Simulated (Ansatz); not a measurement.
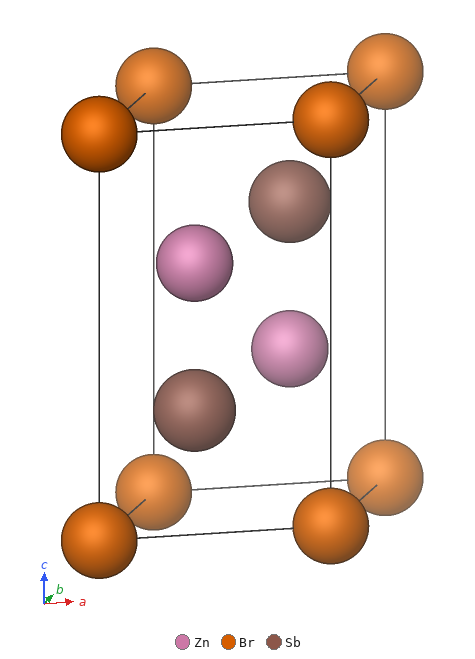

View slightly off an axis, drawn as a spheres-only model. The simulation cell is outlined; an atom on or near a face, edge or corner is repeated at each equivalent position.

```yaml
crystal:
  lattice:
    - [2.23402, 3.86944, 0.00000]
    - [-2.23402, 3.86944, 0.00000]
    - [0.00000, 0.00000, 7.66120]
  atoms:
    - { symbol: Zn, position: [0.33330, 0.33340, 0.63110] }
    - { symbol: Zn, position: [0.66670, 0.66660, 0.36890] }
    - { symbol: Br, position: [0.00000, 0.00000, 0.00000] }
    - { symbol: Sb, position: [0.33330, 0.33340, 0.26880] }
    - { symbol: Sb, position: [0.66670, 0.66660, 0.73120] }
```

Method used: DFT, PAW plane waves, r2SCAN in Ansatz. It ran with plane-wave cutoff 500 eV, a 9×9×5 k-point grid, Fermi-Dirac smearing of 0.021 eV, no spin polarisation.

Give the Bader charge of each element.

Zn +0.26 e; Sb -0.02 e; Br -0.49 e.

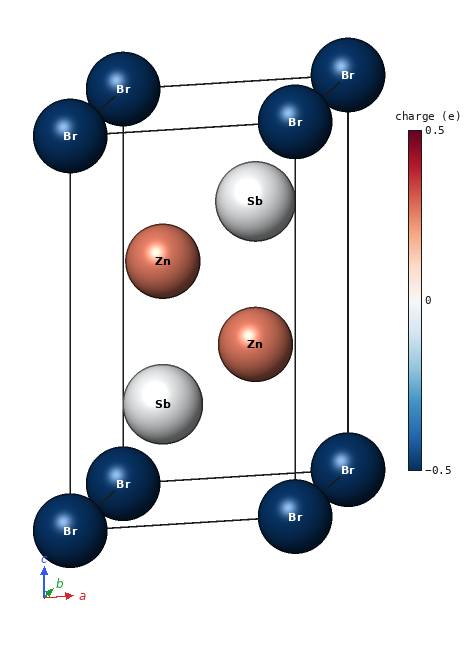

The atoms coloured by those charges.

Where the cell comes from: a generated cell, made by putting these elements into a known structure type (the compound may or may not exist in this form). No relaxation was applied. It went into a calculation with Ansatz.
